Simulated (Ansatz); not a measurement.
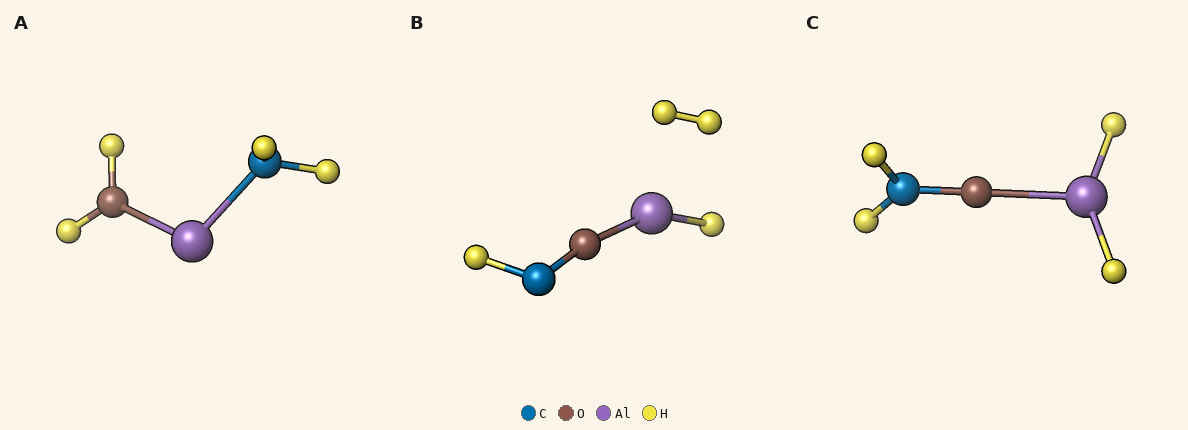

3 stationary structures of one formula. The species has charge +1 and is a spin singlet. Geometries: PBE0-D4/def2-TZVP. Electronic energies: RHF-CCSD(T) (frozen core)/def2-TZVPP (Ansatz 0.2.0), without zero-point energy. No frequency run is at hand to confirm each as a minimum. Each is one conformer, not always the lowest.

Which is lowest in energy, and by how much?

C is lowest (C2v); A lies 0.996 eV above it (Cs), B lies 3.747 eV above it (C1).
